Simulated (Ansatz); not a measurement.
## Electronic structure of AsH5OSZn in real space

```xyz
9

Zn   -0.4146    0.1978   -0.8290
S     1.8684   -0.3666   -0.6908
O    -1.6612    0.8061   -1.9657
H     0.6375   -0.4922    0.5625
As   -0.9542   -0.4226    1.6245
H     2.1645    0.8576   -0.2212
H    -1.3234    0.9685   -2.8488
H     0.0800    0.2630    2.4971
H    -0.3971   -1.8114    1.8714
```

A transition-state structure; geometry: PBE0-D4/def2-TZVP.

Computed with RKS PBE0-D4/def2-TZVPP in Ansatz.

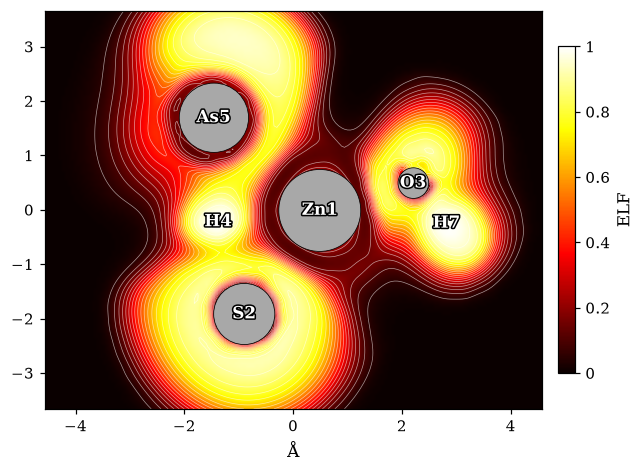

Figure 1. ELF on the plane of atoms Zn1, O3 and H7. Grey discs cover the atomic cores.

Read the bonding off the picture.

- The plane passes through Zn, S, O, H and As nuclei.
- Zn–O (1.79 Å): the ELF peaks at about 0.85 in the valence shell of O, 0.6 Å from its nucleus, and is about 0.20 at the midpoint.
- Zn–S (2.36 Å): the ELF peaks at about 0.85 in the valence shell of S, 0.9 Å from its nucleus, and is about 0.55 at the midpoint.
- Zn–As (2.59 Å): the ELF peaks at about 0.75 in the valence shell of As, 1.1 Å from its nucleus, and is about 0.65 at the midpoint.
- O–H (0.96 Å): the ELF climbs to about 1 towards the hydrogen, as it does in any bond to H (an ordinary covalent bond to hydrogen).
- Zn–H (1.88 Å): the ELF climbs to about 1 towards the hydrogen.
- The ELF also peaks beside S2, O3 and As5, away from the bonds: lone-pair regions.

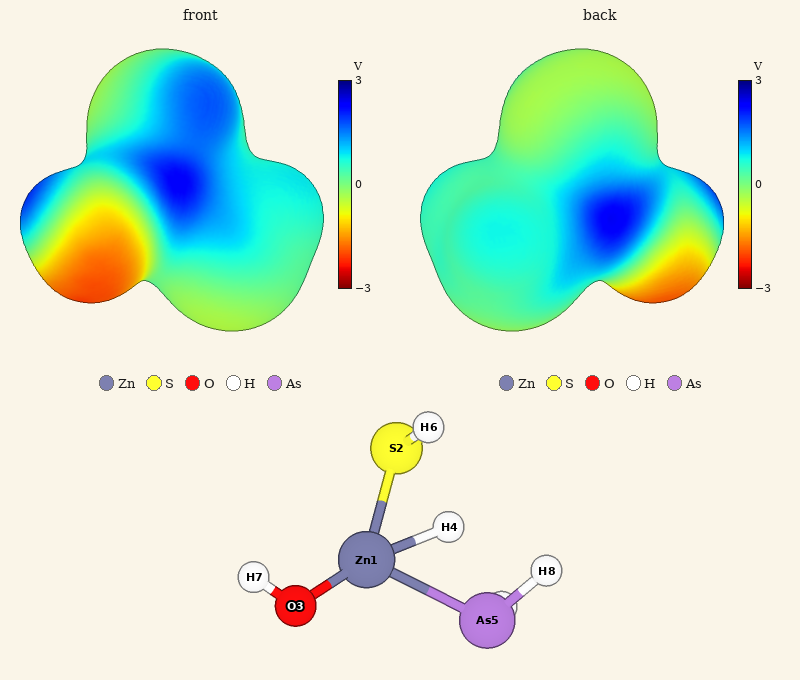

Figure 2. The electrostatic potential painted on the density surface at 0.002 e/bohr³, seen from the front and from behind; red is negative and blue positive. The bare structure is drawn below in the same view.

Describe the electrostatic potential map.

The most negative region (about −2.0 V) lies over O3, the most positive (about +2.3 V) over Zn1. O3 is the likeliest acceptor of a hydrogen bond.

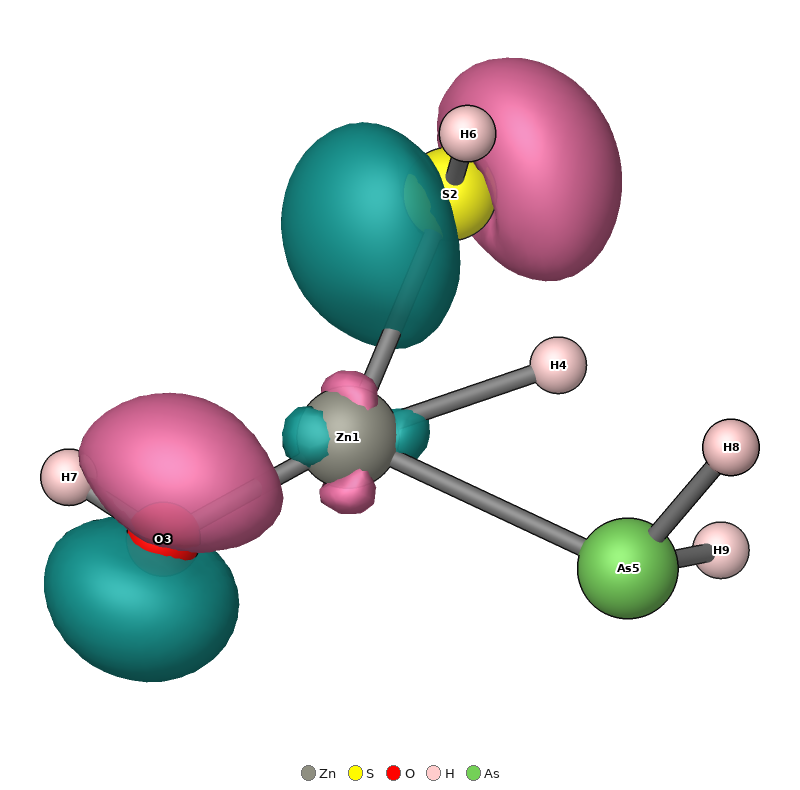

Figure 3. The HOMO−1 at ±0.15 Å⁻³ᐟ² (teal and pink are the two phases), seen across its widest extent.

What is the character of this orbital?

It lies mainly on O3 (about 45 %), S2 (about 40 %) and Zn1 (about 10 %); largely a combination of lone pairs on O3 and S2. Its energy is −8.08 eV.

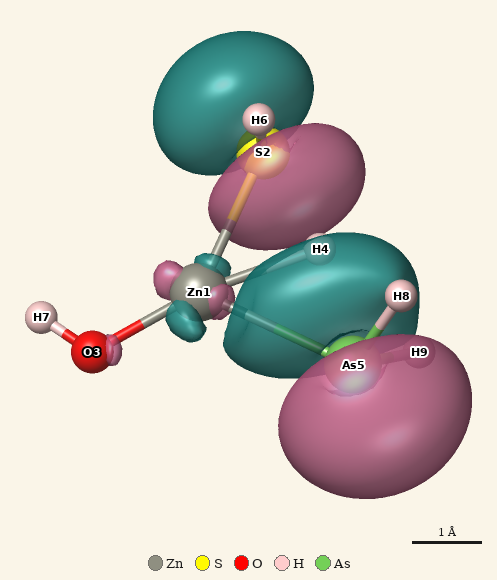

Figure 4. The HOMO at ±0.08 Å⁻³ᐟ² (teal and pink are the two phases), seen across its widest extent.

Describe this orbital and give its energy.

It lies mainly on As5 (about 45 %) and S2 (about 40 %). Its energy is −6.62 eV.
